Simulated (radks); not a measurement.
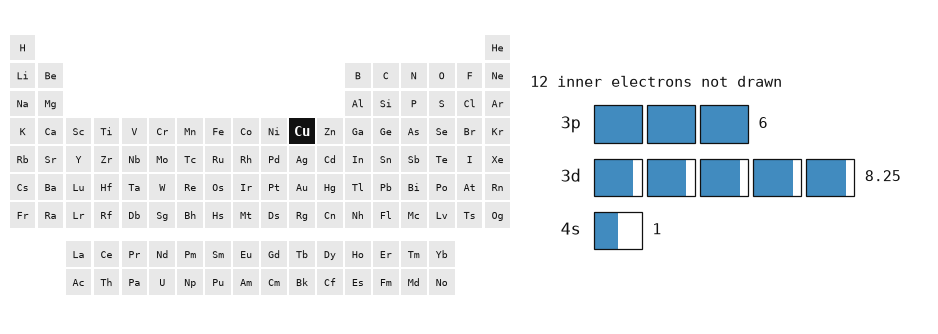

**Figure 1.** Left, the place of copper in the periodic table; right, the outer shells as the input fills them: a box for each of the 2l + 1 orbitals, shaded by the share of the shell that is filled, with the electron count at the right.

**Atomic calculation, with input and output: Cu (charge +1.75)**

- system: Cu with charge +1.75 in the configuration [Ar] 3d8.25 4s1.
- method: scalar-relativistic Kohn-Sham, SCAN, spin-unpolarised, spherical densities, finite nucleus (the in-house radial solver radks)

## Log
```
1s      1   2.0000        -327.35488452
2s      1   2.0000         -40.54409564
2p      1   6.0000         -35.06872300
3s      1   2.0000          -5.42101490
3p      1   6.0000          -3.78440642
3d      1   8.2500          -1.17932837
4s      1   1.0000          -0.79771269
Etot -1654.1201113678567
Ekin 1678.8463306197475
Encl -3955.321293216295
Eh 689.3829124601671
Exc -67.02806123147582
err 1.6183050836338942e-06
it 15
```

## Orbitals

```
orbital  occupation  energy (eV)  ⟨r⟩ (bohr)  outer maximum (bohr)
     1s           2      −8907.8     0.05214                0.0341
     2s           2      −1103.3      0.2348                 0.196
     2p           6     −954.269      0.2064                 0.158
     3s           2     −147.513      0.7056                 0.612
     3p           6     −102.979      0.7386                 0.618
     3d        8.25      −32.091      0.8838                 0.593
     4s           1      −21.707       2.254                  1.94
```

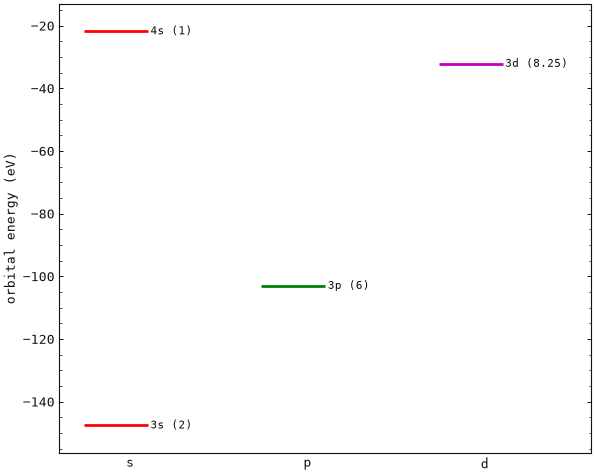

**Figure 2.** The outer levels are drawn (occupations in brackets). The highest occupied level is 4s at −21.7 eV. From the top down the occupied levels run 4s (−21.7 eV), 3d (−32.1 eV), 3p (−103.0 eV), 3s (−147.5 eV).

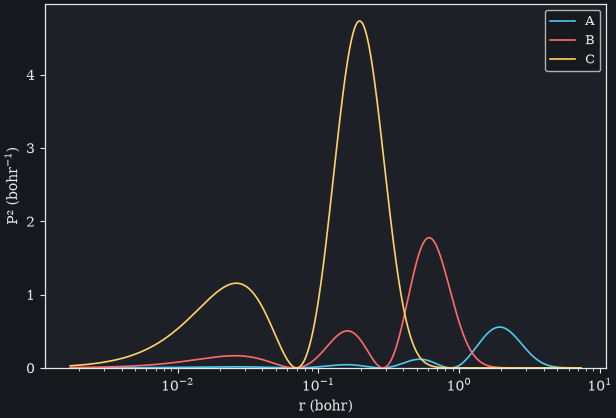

**Figure 3.** The radial probability densities P² of 2s, 4s and 3s. A is 4s; B is 3s; C is 2s. 2s: outer maximum at 0.196 bohr, ⟨r⟩ = 0.235 bohr, 1 node, eigenvalue −1103 eV; 3s: outer maximum at 0.612 bohr, ⟨r⟩ = 0.706 bohr, 2 nodes, eigenvalue −147.5 eV; 4s: outer maximum at 1.94 bohr, ⟨r⟩ = 2.25 bohr, 3 nodes, eigenvalue −21.7 eV.

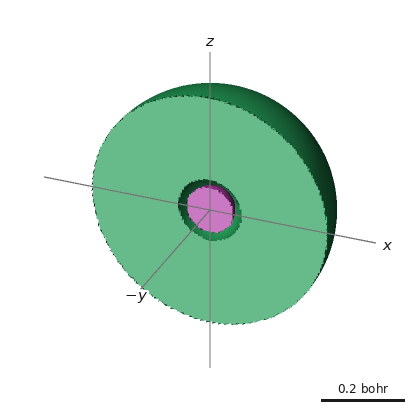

**Figure 4.** The 2s orbital. The surface of constant |ψ| that holds about 80 % of the electron is drawn, green where ψ is positive and pink where it is negative, with the half in front of the xz plane cut away and the cut face painted. The radial function comes from the spherical calculation and is multiplied by a real spherical harmonic; the overall sign is chosen so that the largest lobe of P(r) is positive; at the scalar-relativistic level it is the large component. It has no angular node and 1 radial node, at r = 0.0701 bohr. The outermost maximum of P² lies at 0.196 bohr, ⟨r⟩ = 0.235 bohr, 90 % of the charge lies within 0.364 bohr, and the eigenvalue is −1103 eV, with 2 electrons in the shell.

## Input
```
Z 29
configuration [Ar] 3d8.25 4s1
relativity scalar-relativistic
functional scan,scan
spin unpolarised
nucleus finite rms 3.8823 fm
c 137.035999084
```

Energies in input and log are in hartree, lengths in bohr (the nuclear radius in fm).

## Results in brief

```
                       quantity                      value
                        outcome                  converged
                   total energy         −1654.1201 hartree
                 kinetic energy          1678.8463 hartree
        electron–nucleus energy         −3955.3213 hartree
                 Hartree energy         689.382912 hartree
    exchange–correlation energy         −67.028061 hartree
radius at density 0.001 e/bohr³                  3.47 bohr
                 SCF iterations                         15
                       hardware  1 CPU thread, shared host
```
